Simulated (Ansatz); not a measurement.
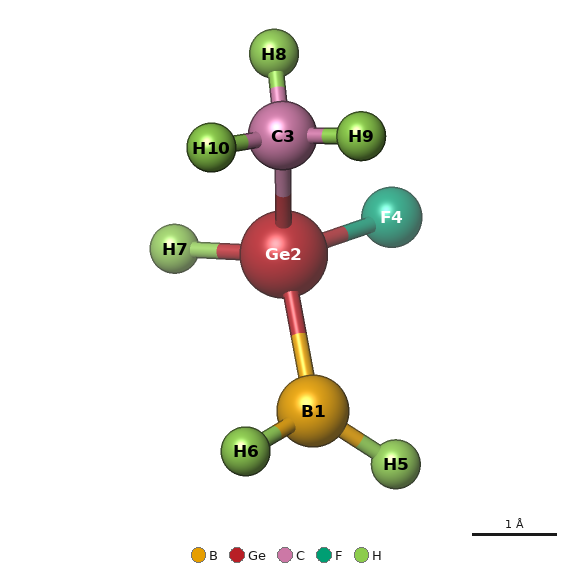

Orthographic view. Atoms fade into the background with distance from the viewer. Computed geometry: PBE-D4/def2-SVP optimisation. No frequency run is at hand to confirm it as a minimum.

Write a Z-matrix (Å, degrees) in the order of the atom numbers, with these reference atoms: 2 to 1; 3 to 2, 1; 4 to 2, 3, 1; 5 to 1, 2, 4; 6 to 1, 5, 2; 7 to 2, 4, 3; 8 to 3, 2, 7; 9 to 3, 8, 2; 10 to 3, 9, 8.

```
B  
Ge   1   2.057
C    2   1.968   1   113.9
F    2   1.777   3   105.4   1  -120.6
H    1   1.214   2   122.1   4     2.6
H    1   1.217   5   118.8   2  -179.2
H    2   1.561   4   104.7   3   115.7
H    3   1.107   2   109.1   7   -57.8
H    3   1.107   8   108.9   2   120.8
H    3   1.108   9   109.0   8  -118.9
```
